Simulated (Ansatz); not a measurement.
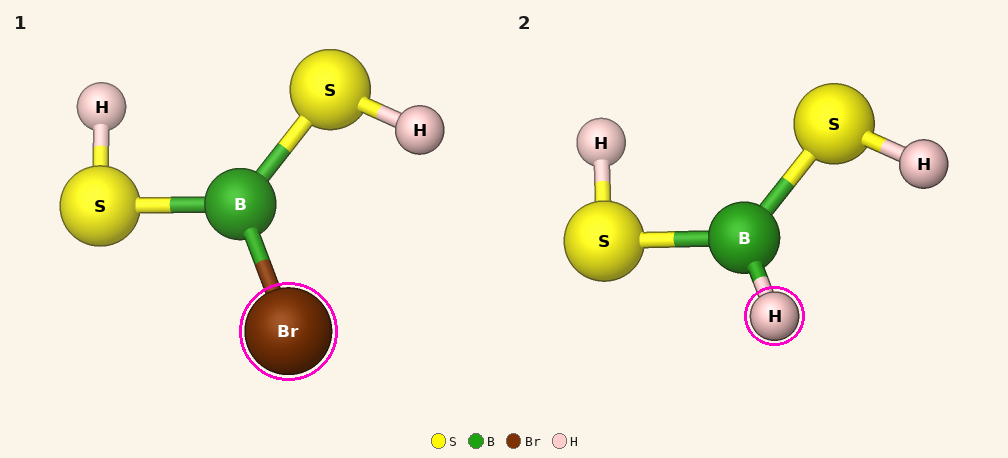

2 molecules with one skeleton, seen from the same side and at one scale; the atom that differs is circled. Charge 0, singlet. Computed geometries: PBE0-D4/def2-TZVP optimisations, one conformation each. Properties computed with Ansatz 0.2.0.

One atom differs, called X below: Br in panel 1, H in panel 2. Their formulas are BBrH2S2 (`SB(S)Br`), BH3S2 (`SBS`).

**In which is the harmonic zero-point energy higher (PBE0-D4/def2-TZVP)?**

In panel 2 (X = H).

**In which is the dipole moment larger (PBE0-D4/def2-TZVP)?**

In panel 1 (X = Br).

Give the values. With PBE0-D4/def2-TZVP: length of X–B (Å), smallest angle S–B–X (°), largest angle S–B–X (°), dipole moment (D), harmonic zero-point energy (kJ/mol). With revPBE-D4/def2-TZVPP: HOMO energy (Kohn–Sham orbital) (eV), HOMO–LUMO gap (eV).

```
                            quantity  1 (Br)  2 (H)   2 − 1
                   length of X–B (Å)   1.920  1.190  −0.730
            smallest angle S–B–X (°)   116.3  116.2    −0.1
             largest angle S–B–X (°)   122.1  121.4    −0.7
                   dipole moment (D)    1.20   0.80   −0.40
 harmonic zero-point energy (kJ/mol)    64.9   85.4   +20.5
HOMO energy (Kohn–Sham orbital) (eV)   −6.57  −6.38   +0.19
                  HOMO–LUMO gap (eV)    4.66   4.64   −0.02
```
